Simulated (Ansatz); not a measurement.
# AlBrH6OSi: the cost of one run

Method: RKS PBE-D4/def2-mTZVP, in Ansatz 0.2.0.

## Step 1: The system as given

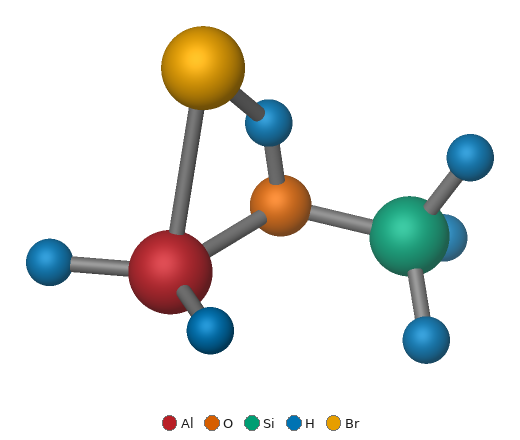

The starting structure, seen from a chosen angle (aluminium red, oxygen orange, silicon teal, hydrogen blue, bromine amber).

Structure file:

```xyz
10

Al    0.0000    0.0000    0.0000
O     0.0000    0.0000    2.1300
Si   -1.3147   -0.4067    3.0936
H    -2.2390   -1.2403    2.3304
H    -0.8506   -1.1432    4.2657
H    -1.9987    0.8095    3.5233
H     1.3510    0.0000   -0.7800
H    -1.3510    0.0000   -0.7800
Br    0.1215    2.5689    0.8545
H     0.0592    1.2514    2.0086
```

## Step 2: Pulling towards end A

Springs on the bonds that form and break draw the guess towards this end; the thresholds are loose.

Input file input.yaml:

```yaml
crystal:
  periodic: [false, false, false]
  atoms:
    - { symbol: Al, position_ang: [0.0, 0.0, 0.0] }
    - { symbol: O, position_ang: [0.0, 0.0, 2.13] }
    - { symbol: Si, position_ang: [-1.3147, -0.4067, 3.0936] }
    - { symbol: H, position_ang: [-2.239, -1.2403, 2.3304] }
    - { symbol: H, position_ang: [-0.8506, -1.1432, 4.2657] }
    - { symbol: H, position_ang: [-1.9987, 0.8095, 3.5233] }
    - { symbol: H, position_ang: [1.351, 0.0, -0.78] }
    - { symbol: H, position_ang: [-1.351, 0.0, -0.78] }
    - { symbol: Br, position_ang: [0.1215, 2.5689, 0.8545] }
    - { symbol: H, position_ang: [0.0592, 1.2514, 2.0086] }
basis:
  gaussian: { orbitals: def2-mTZVP }
hamiltonian:
  xc: pbe
  dispersion: d4
relax:
  f_tol: 0.15
  max_steps: 25
  restrain:
    - { distance: [0, 8], at: 3.61, k: 30.0 }
    - { distance: [9, 1], at: 2.21, k: 30.0 }
    - { distance: [0, 1], at: 1.78, k: 30.0 }
    - { distance: [9, 8], at: 1.55, k: 30.0 }
output:
  orbitals: {}
```

Command:

```
$ ansatz run input.yaml --threads 4 --pin off --max-ram 5120MiB --backend cpu --events-out ev --progress --plain --runs-dir out
```

**Question.** How long does this run take on 4 threads of Arm Neoverse V2, shared host, and how much memory does it need?

About 12 s, with a peak of 0.17 GiB.
